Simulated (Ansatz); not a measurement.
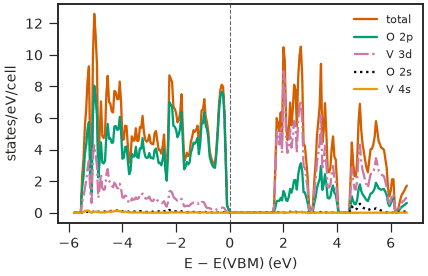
Total and projected density of states of V$_{2}$O$_{5}$ in space group C2/m (No. 12; V on 4i, O on 2c, O on 4i, O on 4i), r²SCAN+D4 (plane waves, PAW; program Ansatz)

Which orbitals carry the states next to the gap?

Top 1 eV of the valence band: O 2p 93 %, V 3d 6 %. Bottom 1 eV of the conduction band: V 3d 78 %, O 2p 20 %. Projections are on Löwdin-orthogonalised atomic valence shells; empty p or d shells of many metals are not among them.

Where is the tallest occupied peak in this window, and what makes it?

Near -5.0 eV, about 13 states/eV per cell; the largest projected share is O 2p.

The workflow started from a Materials Project entry (that database holds measured and hypothetical structures alike); the Crystallography Open Database copy checked does not list it. COD files the formula under space group No. 31, 59, so this cell is another polymorph or a model. Whether it is the stable phase at ambient conditions was not checked. The r²SCAN+D4 relaxation kept the symmetry of its start; its stability against distortions is not shown here. No spin polarisation was allowed. No Hubbard U is applied.

Potentials: the later of the program's two PAW sets.
